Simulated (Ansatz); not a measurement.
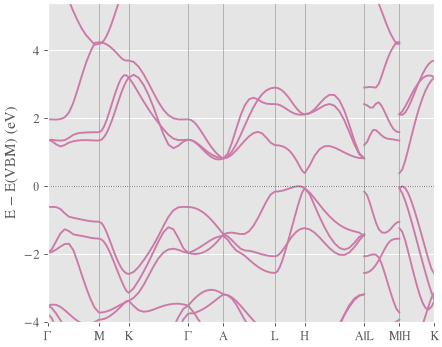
Figure. Band structure from DFT-PBEsol in the program Ansatz with PAW potentials

### Question
Read off the gap and where the band edges lie.

### Answer
About 0.4 eV (0.39 eV by a search for the band edges); maximum on the L–H line, 79 % of the way from L, minimum at H.

The material is Se (trigonal Se type, P3_121).

The cell was relaxed with PBEsol under the symmetry of its start. A crystal of weakly bound chains computed without a dispersion correction: the cell and the soft elastic constants depend strongly on that. Spin–orbit coupling is left out wherever it is not named.

Potentials: the earlier of the program's two PAW sets. The files were generated under PBE; for other functionals the program regenerates the frozen cores, and for LDA and PBEsol the local potential too.
